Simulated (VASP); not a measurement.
Band structure of RhN (relaxed from the zinc blende structure, space group F-43m). Method: PBEsol GGA, VASP's PBE PAW potentials (set 64) (plane waves; VASP).

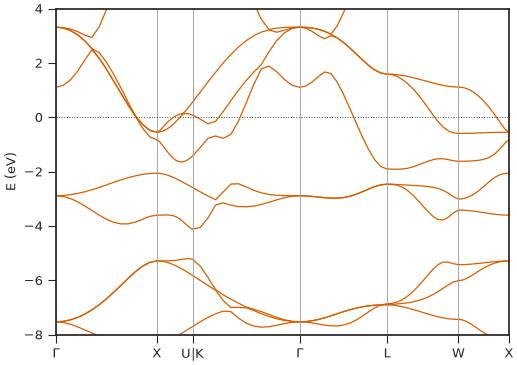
Bands along high-symmetry lines, zero at the valence-band maximum or, without a gap, the Fermi level

Q: Read the plot: is there a gap, and where are the band edges?

A: It has no gap at this level: it comes out as a metal or semimetal. (Edges off the drawn lines would not show.)

The structure was generated: RhN was put into the zinc blende type (F-43m), which need not be its known phase. It was relaxed first, which changed the volume by -21 %.
